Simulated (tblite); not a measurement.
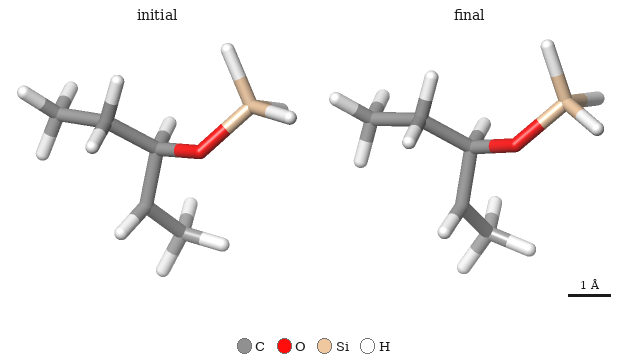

The structure of C₅H₁₃OSi (multiplicity 2) before (left) and after (right) a relaxation, at one scale.

A stick model, seen at a tilt.

All numbers below come from tblite 0.8.0, GFN2-xTB geometry optimisation, gas phase. 

Q: What changed between the two?

A: Over 115 geometry steps the energy falls by 4.25 kcal/mol. The atom that moves furthest after the best rigid fit is an H atom (0.36 Å). Largest moves by element: H 0.36 Å, O 0.18 Å, C 0.18 Å, Si 0.15 Å. Some distances before and after: O–Si 1.665 → 1.612 Å, H–Si 1.492 → 1.453 Å, C–H 1.116 → 1.091 Å, C–C 1.494 → 1.475 Å. Among the angles between lasting bonds that change: C–O–Si 120.1° → 130.3°, O–Si–H 109.6° → 99.8°, O–Si–H 108.9° → 112.4°.
